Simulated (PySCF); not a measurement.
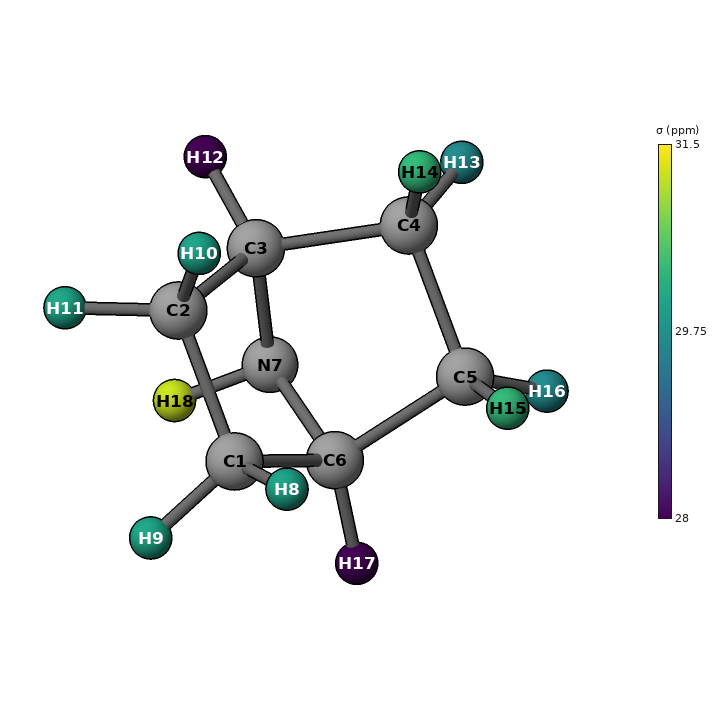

Atoms are coloured by their isotropic NMR shieldings (H only, the others grey). The geometry was computed by an optimisation with PBE0-D3(BJ)/def2-SVP. No frequency run is at hand to confirm it as a minimum. Method: GIAO PBE0/pcSseg-1 NMR shielding, non-relativistic, gas phase (PySCF 2.14.0).

Which H atom is the most shielded (lowest chemical shift)?

H18 (31.19 ppm).

Which H atom is the least shielded (highest chemical shift)?

H12, H17 (28.01 ppm).

How wide is the range of H shifts?

3.18 ppm.

List the isotropic NMR shieldings of the H atoms.

| atom | σ (ppm) |
| --- | --- |
| H8 | 30.00 |
| H9 | 30.04 |
| H10 | 30.00 |
| H11 | 30.05 |
| H12 | 28.01 |
| H13 | 29.66 |
| H14 | 30.32 |
| H15 | 30.32 |
| H16 | 29.66 |
| H17 | 28.01 |
| H18 | 31.19 |
